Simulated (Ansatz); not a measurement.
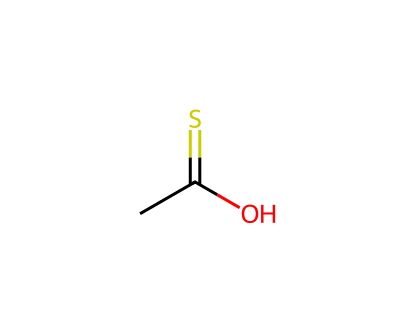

**Give its SMILES.**

CC(O)=S

**Give the formula, hydrogens included.**

C2H4OS.

**An optimisation with PBE0-D4/def2-TZVP gave a structure of which point group?**

Cs.

More results for the same structure follow; atom numbers are the same in all pictures, views and colours differ. Computed geometry: PBE0-D4/def2-TZVP optimisation. No frequency run is at hand to confirm it as a minimum.

**Geometry**

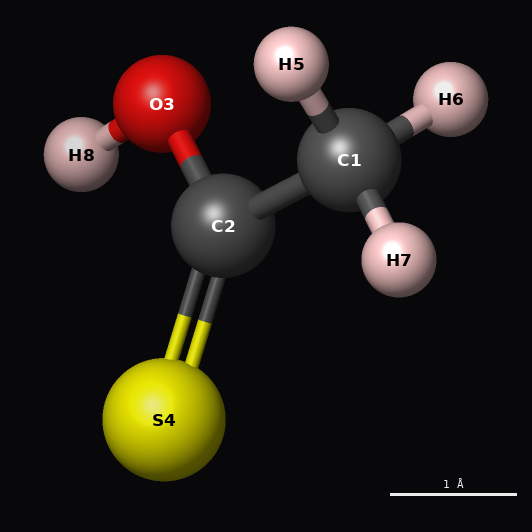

Atoms carry their numbers in the input. No frequency run is at hand to confirm it as a minimum.

**What is the geometry at C1?**

C1 has 4 neighbours (C2 at 1.49, H5 at 1.09, H6 at 1.09, H7 at 1.09 Å); the arrangement is tetrahedral.

**Describe the coordination of atom 3.**

O3 has 2 neighbours (C2 at 1.33, H8 at 0.97 Å); the arrangement is bent.

**Describe the coordination of atom 2.**

C2 has 3 neighbours (C1 at 1.49, O3 at 1.33, S4 at 1.63 Å); the arrangement is trigonal planar.

**Dipole moment**

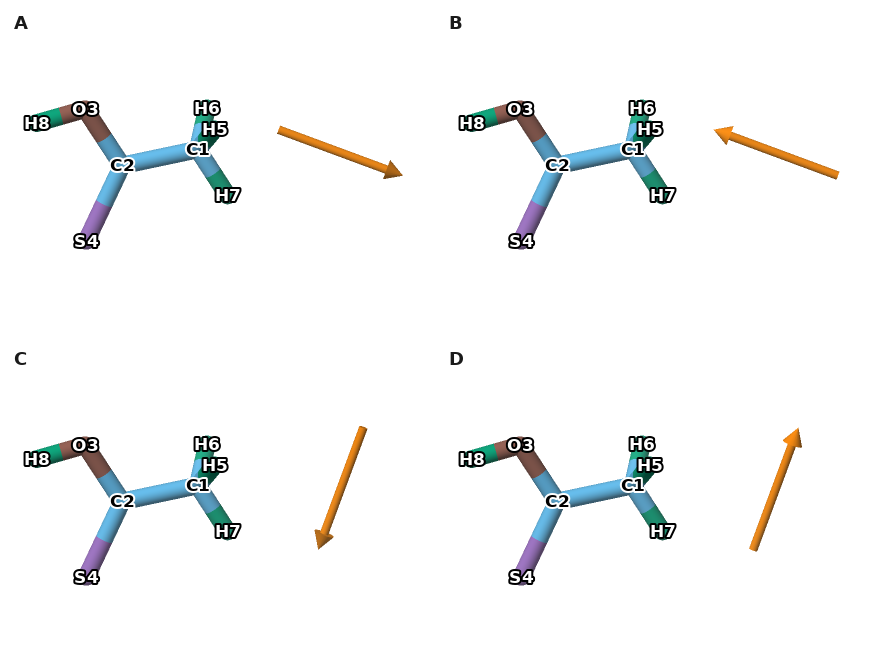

The same molecule four times, each with an arrow. No frequency run is at hand to confirm it as a minimum. Method: RKS PBE0-D4/def2-TZVP (Ansatz 0.2.0).

**Which arrow points along the dipole moment, from the negative to the positive end?**

D. The dipole moment is 1.93 D; it points from the side of S4 to the side of H5, H6 (the outermost atoms at the two ends).

**Electronic properties**

No frequency run is at hand to confirm it as a minimum. Level of theory: RKS PBE0-D4/def2-TZVPP (Ansatz 0.2.0).

What does the calculation give?

- HOMO energy (Kohn–Sham orbital): −6.73 eV
- LUMO energy (Kohn–Sham orbital): −1.42 eV
- HOMO–LUMO gap: 5.31 eV
- dispersion correction: −11.7 kJ/mol

**Charges**

The questions are on Mulliken charges. No frequency run is at hand to confirm it as a minimum. Level of theory: RKS PBE0-D4/def2-TZVP (Ansatz 0.2.0).

**Which atom carries the highest charge (most positive or least negative)?**

H8 (0.32 e).

**And the lowest?**

C1 (−0.33 e).

List the Mulliken charges.

| atom | value (e) |
| --- | --- |
| C1 | −0.33 |
| C2 | 0.17 |
| O3 | −0.32 |
| S4 | −0.28 |
| H5 | 0.15 |
| H6 | 0.15 |
| H7 | 0.15 |
| H8 | 0.32 |

Mulliken values depend strongly on the basis set and can even reverse the polarity of a bond.
